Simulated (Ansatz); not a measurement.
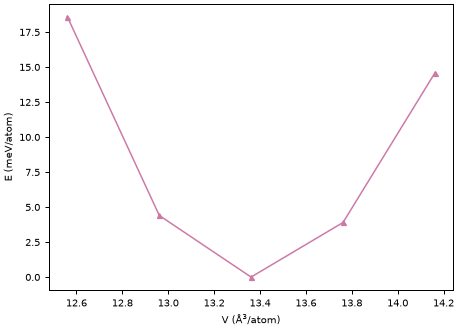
Fig. 1. Ge2BN in space group R3m (No. 160; B on 3a, N on 3a, Ge on 3a, Ge on 3a) under volume change, the program Ansatz at the PBE+D3(BJ) level (PAW), shape and atoms relaxed at each volume.

**Question.** What does a third-order Birch–Murnaghan fit give for V₀, B₀ and B′?

**Answer.** V₀ = 13.36 Å³/atom, B₀ = 109 GPa, B′ = 5.1.

The start of the workflow was typed in or built on a structure type; neither database checked (COD, Materials Project) lists it. Its standing as an ambient phase is unchecked. The cell was relaxed with PBE+D3(BJ) under the symmetry of its start; its stability against distortions is not shown here. Its formation energy is positive at this level, so the cell may be metastable or incomplete.

Potentials: the earlier of the program's two PAW sets.
